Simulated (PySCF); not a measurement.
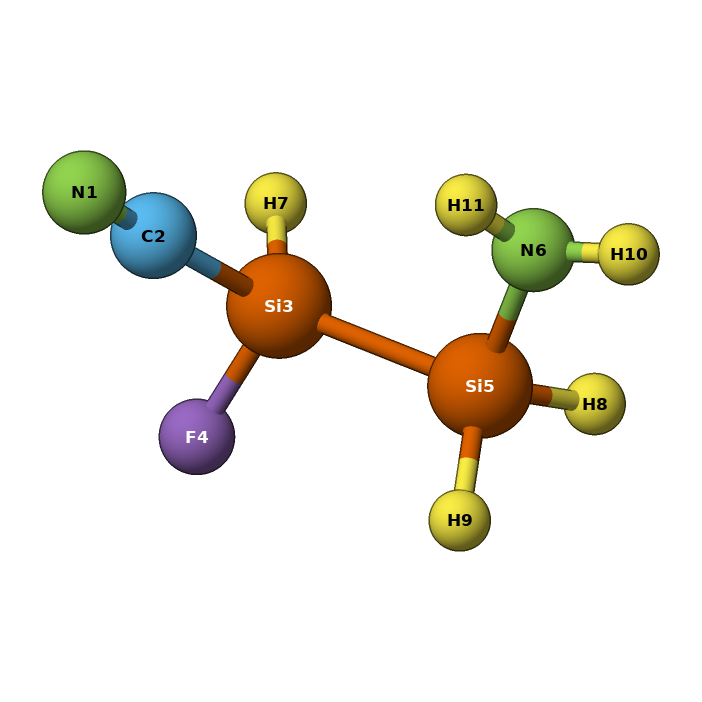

Every bond is drawn as one stick. The computed structure is the end point of a GFN2-xTB optimisation. No frequency run is at hand to confirm it as a minimum. Level of theory: PBE0/pcSseg-1 (PySCF 2.14.0).

Which bond has the highest Mayer bond order?

Answer. N1–C2, 2.92, at a length of 1.146 Å.

List the Mayer bond orders of N1–C2, C2–Si3, Si3–F4, Si3–Si5, Si3–H7, Si5–N6, Si5–H8, Si5–H9, N6–H10, N6–H11.

```csv
bond,Mayer order,length (Å)
N1–C2,2.92,1.146
C2–Si3,0.81,1.873
Si3–F4,0.93,1.618
Si3–Si5,0.90,2.301
Si3–H7,0.91,1.460
Si5–N6,1.04,1.721
Si5–H8,0.93,1.467
Si5–H9,0.87,1.476
N6–H10,0.94,1.007
N6–H11,0.94,1.008
```

The geometry is semi-empirical. Around Si such bond lengths and angles can be off by a tenth of an ångström or more and by several degrees, and values that hang on the shape move with them.
